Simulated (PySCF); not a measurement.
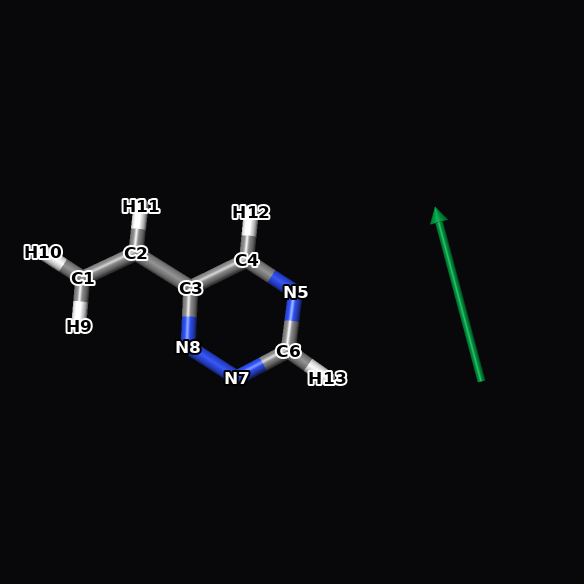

The arrow beside the molecule shows the direction of the dipole moment, from the negative to the positive end (its length means nothing). Computed geometry: GFN2-xTB optimisation. No frequency run is at hand to confirm it as a minimum. Method: PBE0/pcSseg-1, gas phase (PySCF 2.14.0).

Estimate the dipole moment.

2.65 D; it points from the side of H13 to the side of H11 (the outermost atoms at the two ends).
